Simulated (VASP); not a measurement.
Band structure of SiC (space group P6_3mc). These are PBE GGA, VASP's PBE PAW potentials (set 64) (plane waves; VASP) values and carry that method's errors.

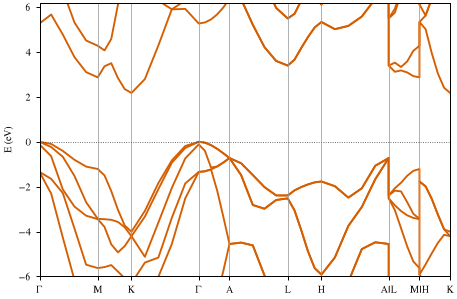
*Bands along high-symmetry lines, zero at the valence-band maximum or, without a gap, the Fermi level*

Q: Read the plot: is there a gap, and where are the band edges?

A: The gap is indirect, 2.17 eV, from the valence maximum at Γ to the conduction minimum at K.

The structure comes from a computed database's SiC entry; how it stands against other phases isn't given here. The cell was not relaxed at this level.
